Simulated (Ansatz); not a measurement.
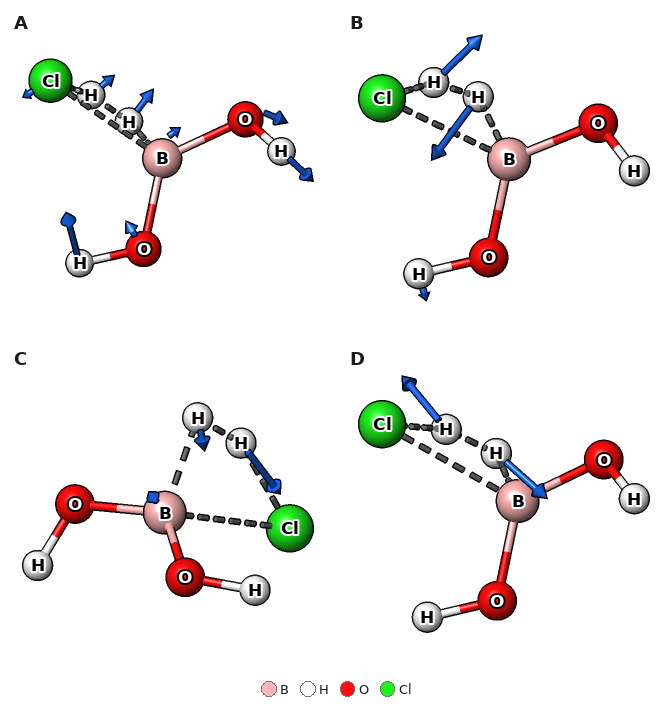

4 normal modes of one molecule or complex, as arrows. Broken sticks mark bonds that form or break. Harmonic vibrations computed with RKS PBE0-D4/def2-TZVP (Ansatz 0.2.0) at a stationary point of the same level. It is a saddle point of order 1.

### Match the panels to the wavenumbers 861i cm⁻¹, 205 cm⁻¹, 1063 cm⁻¹, 1744 cm⁻¹.

A: 205 cm⁻¹
B: 1063 cm⁻¹
C: 861i cm⁻¹
D: 1744 cm⁻¹
